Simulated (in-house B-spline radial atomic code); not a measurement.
# Pd¹⁰⁺: excited configurations

Aim: the energies of several excited configurations of Pd¹⁰⁺ above a reference configuration, each from its own self-consistent run.

Program: in-house B-spline radial atomic code version 1. Level of theory: Dirac-Hartree-Fock, average of configuration, Fermi nucleus, basis-set limit. These are calculated values, not measurements, unless marked.

## (1) What is computed

```
element       : palladium (Z = 46)
charge        : +10
electrons     : 36
configuration : [Ar] 3d10 4s2 4p6
Hamiltonian   : Dirac-Coulomb
nucleus       : Fermi, rms radius 4.532 fm
```

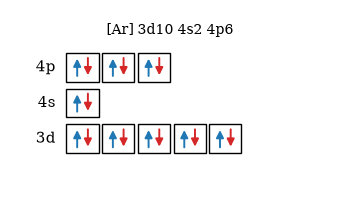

Occupation of the outer shells (arrows by Hund's rule).

Input settings:

```ini
Z = 46
electrons = 36.0
configuration = [Ar] 3d10 4s2 4p6
hamiltonian = dirac
method = hf
spin_polarised = False
nucleus = fermi
rms_radius = 4.5318
mass_number = 106
atomic_mass = 105.903480287
speed_of_light = 137.035999084
```

This reference run was done before. Its total energy is -5016.192440 hartree, and its levels are (the highest eight at most):

```csv
orbital,occupation,energy (eV),<r> (bohr)
3s1/2,2,-894.70,0.3756
3p1/2,2,-784.46,0.3681
3p3/2,4,-755.39,0.3783
3d3/2,4,-561.66,0.3526
3d5/2,6,-555.94,0.3560
4s1/2,2,-285.18,0.8869
4p1/2,2,-243.91,0.9266
4p3/2,4,-238.14,0.9460
```

## (2) [Ne] 3s2 3p5 3d10 4s2 4p6 7f1

Changes to the settings of step 1:

```diff
@@ -2,3 +2,3 @@
 electrons = 36.0
-configuration = [Ar] 3d10 4s2 4p6
+configuration = [Ne] 3s2 3p5 3d10 4s2 4p6 7f1
 hamiltonian = dirac
```

The program writes no log. Results of the run, from its result record (rounded, main fields):

```text
{
  "status": "converged",
  "iterations": 9,
  "energy [hartree]": {"total": -4989.67272763, "kinetic": 5214.69159909, "nuclear": -11786.4150147, "coulomb": 1713.1220431, "exact_exchange": -131.071355099},
  "breit [hartree]": {"gaunt": 3.656593, "retardation": -0.3666897, "frequency_dependence": -0.02717721},
  "qed [hartree]": {"self_energy": 2.491199, "uehling": -0.3044766, "wichmann_kroll": 0.005415796},
  "recoil [hartree]": 0.01803366,
  "total_with_corrections [hartree]": -4984.19983015,
  "orbitals [hartree, bohr; first row names the columns]": [
    ["name", "occ", "eps", "<r>"],
    ["1s1/2", 2.0, -909.84783, 0.031842],
    ["2s1/2", 2.0, -143.98874, 0.1376],
    ["2p1/2", 2.0, -133.8612, 0.11723],
    ["2p3/2", 4.0, -127.96395, 0.12215],
    ["3s1/2", 2.0, -34.305949, 0.37329],
    ["3p1/2", 1.6667, -30.430301, 0.36773],
    ["3p3/2", 3.3333, -29.347373, 0.37788],
    ["3d3/2", 4.0, -22.240081, 0.34777],
    ["3d5/2", 6.0, -22.026027, 0.35096],
    ["4s1/2", 2.0, -11.370693, 0.86507],
    ["4p1/2", 2.0, -9.8181192, 0.89675],
    ["4p3/2", 4.0, -9.5899768, 0.91498],
    ["7f5/2", 0.42857, -1.3632745, 5.4939],
    ["7f7/2", 0.57143, -1.362827, 5.4959]
  ],
  "sum_r [bohr^k]": {"-1": 256.2284, "1": 19.85646, "2": 44.24477},
  "energy_minus_base [hartree]": 26.5197127,
  "energy_minus_base_with_corrections [hartree]": 26.4916586
}
```

Wall time 1.1 s (1 thread, shared host).

energy_minus_base is the energy less that of the reference run.

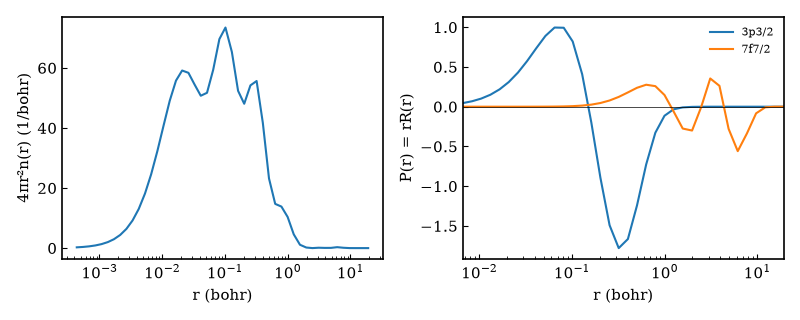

Radial density (left) and the radial functions of 3p3/2, 7f7/2 (right).

On the record's full grid the radial density has clear maxima near r = 0.021, 0.10, 0.32, 3.1, 6.2 bohr.

X-ray form factor of the spherical density:

```csv
sinθ/λ (1/Å),f (electrons)
0,36.000
0.1,34.294
0.2,32.360
0.3,29.539
0.4,26.502
0.6,21.167
0.8,17.384
1,14.575
1.4,10.165
1.8,7.333
2.5,5.235
4,3.073
6,1.573
```

## (3) Configuration [Ne] 3s2 3p5 3d10 4s2 4p6 5p1

Changes to the settings of step 2:

```diff
@@ -2,3 +2,3 @@
 electrons = 36.0
-configuration = [Ne] 3s2 3p5 3d10 4s2 4p6 7f1
+configuration = [Ne] 3s2 3p5 3d10 4s2 4p6 5p1
 hamiltonian = dirac
```

Main fields:

```text
{
  "status": "converged",
  "iterations": 9,
  "energy [hartree]": {"total": -4992.7178281, "kinetic": 5217.79979418, "nuclear": -11805.6523093, "coulomb": 1726.30794877, "exact_exchange": -131.173261802},
  "breit [hartree]": {"gaunt": 3.658788, "retardation": -0.3670674, "frequency_dependence": -0.02720776},
  "qed [hartree]": {"self_energy": 2.491178, "uehling": -0.3044671, "wichmann_kroll": 0.005415636},
  "recoil [hartree]": 0.01804252,
  "total_with_corrections [hartree]": -4987.24314552,
  "orbitals [hartree, bohr; first row names the columns]": [
    ["name", "occ", "eps", "<r>"],
    ["1s1/2", 2.0, -909.43302, 0.031843],
    ["2s1/2", 2.0, -143.59272, 0.1376],
    ["2p1/2", 2.0, -133.46303, 0.11724],
    ["2p3/2", 4.0, -127.56646, 0.12216],
    ["3s1/2", 2.0, -33.931928, 0.37337],
    ["3p1/2", 1.6667, -30.056729, 0.3678],
    ["3p3/2", 3.3333, -28.974427, 0.37795],
    ["3d3/2", 4.0, -21.862699, 0.34794],
    ["3d5/2", 6.0, -21.648851, 0.35113],
    ["4s1/2", 2.0, -11.030909, 0.86638],
    ["4p1/2", 2.0, -9.4821455, 0.89869],
    ["4p3/2", 4.0, -9.255128, 0.91716],
    ["5p1/2", 0.33333, -4.4523975, 1.8191],
    ["5p3/2", 0.66667, -4.3879378, 1.8471]
  ],
  "sum_r [bohr^k]": {"-1": 256.6466, "1": 16.21665, "2": 13.80942},
  "energy_minus_base [hartree]": 23.4746123,
  "energy_minus_base_with_corrections [hartree]": 23.4483432
}
```

Run time: 0.84 s. Hardware: 1 thread, shared host.

## (4) Run with [Ar] 3d10 4s2 4p5 6p1

Changes to the settings of step 3:

```diff
@@ -2,3 +2,3 @@
 electrons = 36.0
-configuration = [Ne] 3s2 3p5 3d10 4s2 4p6 5p1
+configuration = [Ar] 3d10 4s2 4p5 6p1
 hamiltonian = dirac
```

Main fields:

```text
{
  "status": "converged",
  "iterations": 9,
  "energy [hartree]": {"total": -5010.07126706, "kinetic": 5235.7517178, "nuclear": -11859.6356455, "coulomb": 1747.87251507, "exact_exchange": -134.059854474},
  "breit [hartree]": {"gaunt": 3.68564, "retardation": -0.3708335, "frequency_dependence": -0.02759051},
  "qed [hartree]": {"self_energy": 2.490659, "uehling": -0.304321, "wichmann_kroll": 0.005413163},
  "recoil [hartree]": 0.01805768,
  "total_with_corrections [hartree]": -5004.57424258,
  "orbitals [hartree, bohr; first row names the columns]": [
    ["name", "occ", "eps", "<r>"],
    ["1s1/2", 2.0, -908.29736, 0.031845],
    ["2s1/2", 2.0, -142.68239, 0.13769],
    ["2p1/2", 2.0, -132.53401, 0.11719],
    ["2p3/2", 4.0, -126.64463, 0.1221],
    ["3s1/2", 2.0, -33.541519, 0.37531],
    ["3p1/2", 2.0, -29.486809, 0.36827],
    ["3p3/2", 4.0, -28.416801, 0.37846],
    ["3d3/2", 4.0, -21.309166, 0.35202],
    ["3d5/2", 6.0, -21.098217, 0.35534],
    ["4s1/2", 2.0, -10.923163, 0.8778],
    ["4p1/2", 1.6667, -9.4607411, 0.91348],
    ["4p3/2", 3.3333, -9.2435872, 0.93212],
    ["6p1/2", 0.33333, -2.6966397, 3.0108],
    ["6p3/2", 0.66667, -2.666496, 3.0458]
  ],
  "sum_r [bohr^k]": {"-1": 257.8202, "1": 17.02223, "2": 19.75777},
  "energy_minus_base [hartree]": 6.1211733,
  "energy_minus_base_with_corrections [hartree]": 6.11724617
}
```

Run time: 0.87 s. Hardware: 1 thread, shared host.

## (5) Configuration [Ne] 3s2 3p5 3d10 4s2 4p6 7s1

Changes to the settings of step 4:

```diff
@@ -2,3 +2,3 @@
 electrons = 36.0
-configuration = [Ar] 3d10 4s2 4p5 6p1
+configuration = [Ne] 3s2 3p5 3d10 4s2 4p6 7s1
 hamiltonian = dirac
```

Main fields:

```text
{
  "status": "converged",
  "iterations": 9,
  "energy [hartree]": {"total": -4990.2815027, "kinetic": 5215.35511876, "nuclear": -11789.444797, "coulomb": 1714.89359162, "exact_exchange": -131.085416061},
  "breit [hartree]": {"gaunt": 3.657101, "retardation": -0.366738, "frequency_dependence": -0.02717373},
  "qed [hartree]": {"self_energy": 2.491599, "uehling": -0.3045215, "wichmann_kroll": 0.005416587},
  "recoil [hartree]": 0.01803778,
  "total_with_corrections [hartree]": -4984.80778159,
  "orbitals [hartree, bohr; first row names the columns]": [
    ["name", "occ", "eps", "<r>"],
    ["1s1/2", 2.0, -909.78842, 0.031842],
    ["2s1/2", 2.0, -143.93589, 0.1376],
    ["2p1/2", 2.0, -133.80653, 0.11723],
    ["2p3/2", 4.0, -127.9095, 0.12216],
    ["3s1/2", 2.0, -34.259471, 0.37327],
    ["3p1/2", 1.6667, -30.382199, 0.36774],
    ["3p3/2", 3.3333, -29.299352, 0.37789],
    ["3d3/2", 4.0, -22.190922, 0.34779],
    ["3d5/2", 6.0, -21.976909, 0.35097],
    ["4s1/2", 2.0, -11.324612, 0.86478],
    ["4p1/2", 2.0, -9.7699787, 0.89669],
    ["4p3/2", 4.0, -9.5417787, 0.91493],
    ["7s1/2", 1.0, -1.9717769, 4.2114]
  ],
  "sum_r [bohr^k]": {"-1": 256.2943, "1": 18.57209, "2": 29.73877},
  "energy_minus_base [hartree]": 25.9109377,
  "energy_minus_base_with_corrections [hartree]": 25.8837072
}
```

It took 0.9 s on 1 thread, shared host.

## (6) Configuration [Ne] 3s2 3p5 3d10 4s2 4p6 8g1

Changes to the settings of step 5:

```diff
@@ -2,3 +2,3 @@
 electrons = 36.0
-configuration = [Ne] 3s2 3p5 3d10 4s2 4p6 7s1
+configuration = [Ne] 3s2 3p5 3d10 4s2 4p6 8g1
 hamiltonian = dirac
```

Main fields:

```text
{
  "status": "converged",
  "iterations": 9,
  "energy [hartree]": {"total": -4989.2683644, "kinetic": 5214.29303012, "nuclear": -11783.0979846, "coulomb": 1710.59706697, "exact_exchange": -131.060476843},
  "breit [hartree]": {"gaunt": 3.656663, "retardation": -0.3666912, "frequency_dependence": -0.02717865},
  "qed [hartree]": {"self_energy": 2.49122, "uehling": -0.3044786, "wichmann_kroll": 0.005415832},
  "recoil [hartree]": 0.01803383,
  "total_with_corrections [hartree]": -4983.79538003,
  "orbitals [hartree, bohr; first row names the columns]": [
    ["name", "occ", "eps", "<r>"],
    ["1s1/2", 2.0, -909.92047, 0.031842],
    ["2s1/2", 2.0, -144.06307, 0.1376],
    ["2p1/2", 2.0, -133.93523, 0.11723],
    ["2p3/2", 4.0, -128.03806, 0.12215],
    ["3s1/2", 2.0, -34.380779, 0.37326],
    ["3p1/2", 1.6667, -30.505004, 0.36771],
    ["3p3/2", 3.3333, -29.421949, 0.37785],
    ["3d3/2", 4.0, -22.314448, 0.34773],
    ["3d5/2", 6.0, -22.10037, 0.35092],
    ["4s1/2", 2.0, -11.435141, 0.86464],
    ["4p1/2", 2.0, -9.8817858, 0.89621],
    ["4p3/2", 4.0, -9.6532891, 0.91442],
    ["8g7/2", 0.44444, -0.9585673, 7.6705],
    ["8g9/2", 0.55556, -0.9585594, 7.6707]
  ],
  "sum_r [bohr^k]": {"-1": 256.1563, "1": 22.02727, "2": 76.67081},
  "energy_minus_base [hartree]": 26.924076,
  "energy_minus_base_with_corrections [hartree]": 26.8961087
}
```

Run time: 1.1 s. Hardware: 1 thread, shared host.

## (7) [Ne] 3s2 3p5 3d10 4s2 4p6 8d1

Changes to the settings of step 6:

```diff
@@ -2,3 +2,3 @@
 electrons = 36.0
-configuration = [Ne] 3s2 3p5 3d10 4s2 4p6 8g1
+configuration = [Ne] 3s2 3p5 3d10 4s2 4p6 8d1
 hamiltonian = dirac
```

Main fields:

```text
{
  "status": "converged",
  "iterations": 9,
  "energy [hartree]": {"total": -4989.49516557, "kinetic": 5214.51846698, "nuclear": -11784.3714174, "coulomb": 1711.42643125, "exact_exchange": -131.068646401},
  "breit [hartree]": {"gaunt": 3.656775, "retardation": -0.3667161, "frequency_dependence": -0.02717774},
  "qed [hartree]": {"self_energy": 2.491204, "uehling": -0.304477, "wichmann_kroll": 0.005415802},
  "recoil [hartree]": 0.01803338,
  "total_with_corrections [hartree]": -4984.02210762,
  "orbitals [hartree, bohr; first row names the columns]": [
    ["name", "occ", "eps", "<r>"],
    ["1s1/2", 2.0, -909.89238, 0.031842],
    ["2s1/2", 2.0, -144.0354, 0.1376],
    ["2p1/2", 2.0, -133.9074, 0.11723],
    ["2p3/2", 4.0, -128.01029, 0.12216],
    ["3s1/2", 2.0, -34.357066, 0.37329],
    ["3p1/2", 1.6667, -30.481173, 0.36774],
    ["3p3/2", 3.3333, -29.398282, 0.37788],
    ["3d3/2", 4.0, -22.290455, 0.34777],
    ["3d5/2", 6.0, -22.076429, 0.35095],
    ["4s1/2", 2.0, -11.417735, 0.86479],
    ["4p1/2", 2.0, -9.8646289, 0.89639],
    ["4p3/2", 4.0, -9.6362464, 0.91459],
    ["8d3/2", 0.4, -1.1866948, 6.7086],
    ["8d5/2", 0.6, -1.1845158, 6.7213]
  ],
  "sum_r [bohr^k]": {"-1": 256.184, "1": 21.07473, "2": 60.48744},
  "energy_minus_base [hartree]": 26.6972748,
  "energy_minus_base_with_corrections [hartree]": 26.6693811
}
```

It took 0.95 s on 1 thread, shared host.

## (8) Run with [Ar] 3d9 4s2 4p6 5g1

Changes to the settings of step 7:

```diff
@@ -2,3 +2,3 @@
 electrons = 36.0
-configuration = [Ne] 3s2 3p5 3d10 4s2 4p6 8d1
+configuration = [Ar] 3d9 4s2 4p6 5g1
 hamiltonian = dirac
```

Main fields:

```text
{
  "status": "converged",
  "iterations": 9,
  "energy [hartree]": {"total": -4998.39569781, "kinetic": 5224.62276441, "nuclear": -11810.2791052, "coulomb": 1719.04544075, "exact_exchange": -131.78479777},
  "breit [hartree]": {"gaunt": 3.683428, "retardation": -0.3709646, "frequency_dependence": -0.02778634},
  "qed [hartree]": {"self_energy": 2.49246, "uehling": -0.3044794, "wichmann_kroll": 0.005416017},
  "recoil [hartree]": 0.01808835,
  "total_with_corrections [hartree]": -4992.89953564,
  "orbitals [hartree, bohr; first row names the columns]": [
    ["name", "occ", "eps", "<r>"],
    ["1s1/2", 2.0, -909.42833, 0.031847],
    ["2s1/2", 2.0, -143.88071, 0.13763],
    ["2p1/2", 2.0, -133.73117, 0.11712],
    ["2p3/2", 4.0, -127.84097, 0.12203],
    ["3s1/2", 2.0, -34.296339, 0.37275],
    ["3p1/2", 2.0, -30.237061, 0.36467],
    ["3p3/2", 4.0, -29.147642, 0.37459],
    ["3d3/2", 3.6, -22.179718, 0.34692],
    ["3d5/2", 5.4, -21.96371, 0.35011],
    ["4s1/2", 2.0, -11.171282, 0.86419],
    ["4p1/2", 2.0, -9.6177962, 0.89822],
    ["4p3/2", 4.0, -9.3891151, 0.91667],
    ["5g7/2", 0.44444, -2.4477726, 2.4315],
    ["5g9/2", 0.55556, -2.4477725, 2.4314]
  ],
  "sum_r [bohr^k]": {"-1": 256.7472, "1": 16.79694, "2": 16.49019},
  "energy_minus_base [hartree]": 17.7967426,
  "energy_minus_base_with_corrections [hartree]": 17.7919531
}
```

Wall time 1 s (1 thread, shared host).

## (9) Configuration [Ar] 3d10 4s2 4p5 6d1

Changes to the settings of step 8:

```diff
@@ -2,3 +2,3 @@
 electrons = 36.0
-configuration = [Ar] 3d9 4s2 4p6 5g1
+configuration = [Ar] 3d10 4s2 4p5 6d1
 hamiltonian = dirac
```

Main fields:

```text
{
  "status": "converged",
  "iterations": 9,
  "energy [hartree]": {"total": -5009.67461284, "kinetic": 5235.32024919, "nuclear": -11857.7128767, "coulomb": 1746.76408646, "exact_exchange": -134.046071757},
  "breit [hartree]": {"gaunt": 3.684845, "retardation": -0.3707062, "frequency_dependence": -0.02757324},
  "qed [hartree]": {"self_energy": 2.490624, "uehling": -0.3043209, "wichmann_kroll": 0.005413158},
  "recoil [hartree]": 0.01805582,
  "total_with_corrections [hartree]": -5004.17827508,
  "orbitals [hartree, bohr; first row names the columns]": [
    ["name", "occ", "eps", "<r>"],
    ["1s1/2", 2.0, -908.33639, 0.031845],
    ["2s1/2", 2.0, -142.7135, 0.13768],
    ["2p1/2", 2.0, -132.56573, 0.11719],
    ["2p3/2", 4.0, -126.67615, 0.1221],
    ["3s1/2", 2.0, -33.57212, 0.37532],
    ["3p1/2", 2.0, -29.516929, 0.36829],
    ["3p3/2", 4.0, -28.446962, 0.37848],
    ["3d3/2", 4.0, -21.34066, 0.35201],
    ["3d5/2", 6.0, -21.129727, 0.35533],
    ["4s1/2", 2.0, -10.953109, 0.8778],
    ["4p1/2", 1.6667, -9.4903511, 0.91359],
    ["4p3/2", 3.3333, -9.2731285, 0.93223],
    ["6d3/2", 0.4, -2.2834208, 3.3803],
    ["6d5/2", 0.6, -2.2775785, 3.3895]
  ],
  "sum_r [bohr^k]": {"-1": 257.7784, "1": 17.3745, "2": 22.36927},
  "energy_minus_base [hartree]": 6.51782752,
  "energy_minus_base_with_corrections [hartree]": 6.51321368
}
```

It took 0.88 s on 1 thread, shared host.

## (10) All configurations in order

| net move | configuration | energy above the reference (eV) | with Breit, QED, recoil (eV) | largest <r> (bohr) |
| --- | --- | --- | --- | --- |
| 4p → 6p | [Ar] 3d10 4s2 4p5 6p1 | 166.57 | 166.46 | 3.05 |
| 4p → 6d | [Ar] 3d10 4s2 4p5 6d1 | 177.36 | 177.23 | 3.39 |
| 3d → 5g | [Ar] 3d9 4s2 4p6 5g1 | 484.27 | 484.14 | 2.43 |
| 3p → 5p | [Ne] 3s2 3p5 3d10 4s2 4p6 5p1 | 638.78 | 638.06 | 1.85 |
| 3p → 7s | [Ne] 3s2 3p5 3d10 4s2 4p6 7s1 | 705.07 | 704.33 | 4.21 |
| 3p → 7f | [Ne] 3s2 3p5 3d10 4s2 4p6 7f1 | 721.64 | 720.87 | 5.50 |
| 3p → 8d | [Ne] 3s2 3p5 3d10 4s2 4p6 8d1 | 726.47 | 725.71 | 6.72 |
| 3p → 8g | [Ne] 3s2 3p5 3d10 4s2 4p6 8g1 | 732.64 | 731.88 | 7.67 |

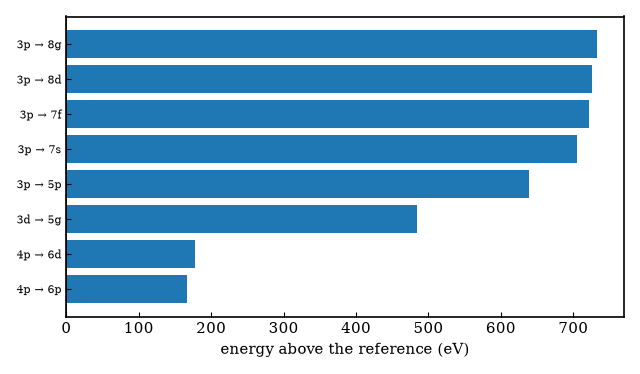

Energy of each configuration above the reference.

Quantum defects of the promoted electron, δ = n − ζ/√(−2ε) with ζ = 11 and ε its orbital energy in hartree:

| promotion | δ |
| --- | --- |
| 4p → 6p | 1.246 |
| 4p → 6d | 0.849 |
| 3d → 5g | 0.028 |
| 3p → 5p | 1.296 |
| 3p → 7s | 1.461 |
| 3p → 7f | 0.338 |
| 3p → 8d | 0.856 |
| 3p → 8g | 0.055 |

**Reading.** The energies run from 166.57 eV (4p → 6p) to 732.64 eV (3p → 8g). Koopmans' estimate of the ionisation threshold is 238.14 eV; 6 configurations exceed it by over 2 % and could autoionise. Of those tabulated, the defect is largest for 7s (1.46) and least for 5g (0.03): low angular momentum penetrates the core, high angular momentum stays outside it. Two partly filled shells share a symmetry and can mix in the average, which may lower the energy, for: 4p → 6p; 3p → 5p. These are averages over configurations, without correlation, not spectroscopic levels.
